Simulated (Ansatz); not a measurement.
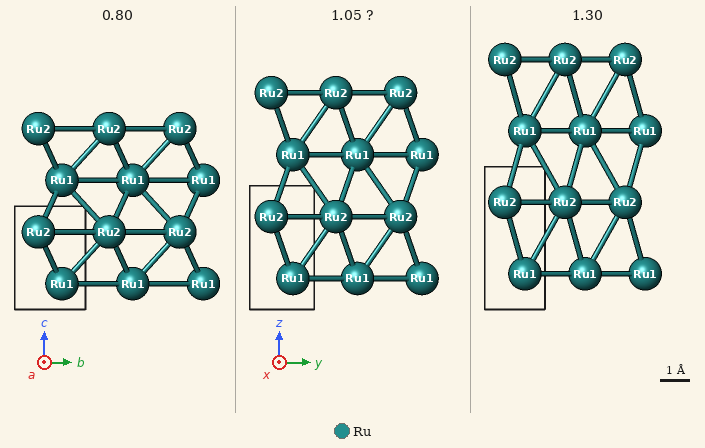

Crystalline Ru (P6_3/mmc): the ratio of the cell's length along z to its lengths across, counted as 1 for the reference, is changed at fixed volume (a c/a path), with the atoms kept at their fractional coordinates. x, y and z are the Cartesian axes of the input. The picture is a ball-and-stick view of the cell of the calculation, repeated 3 × 3 × 2 with one cell outlined, seen along the a axis.

Computed with DFT PBE, scalar-relativistic, plane waves, PAW in Ansatz 0.2.0. (plane-wave cutoff 420 eV; k-point mesh 24 × 24 × 12; occupations gaussian; smearing width 0.15 eV; no spin polarisation). Energies (free energies at the smearing named) are counted from the cell as listed in its source, which wasn't relaxed.

```tsv
axial ratio over its reference value	ΔE (meV/atom)
0.80	518
0.85	298
0.92	82
0.96	19
1.00	0
1.05	?
1.10	127
1.20	440
1.30	831
```

> Estimate the missing energy from the other rows, and compare with the calculation.

A straight line between the two neighbours gives 64 meV/atom. A cubic through the four nearest rows (0.96, 1.00, 1.10, 1.20) gives, with Lagrange weights, (−0.2790)(19) + (0.8437)(0) + (0.4821)(127) + (−0.0469)(440) = 35 meV/atom. The calculation gives 35 meV/atom, so the cubic is right to the digits shown and the straight line 29 meV/atom too high, as the curve bends upwards here.

The whole profile:

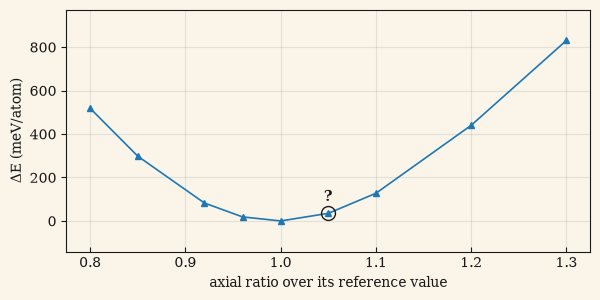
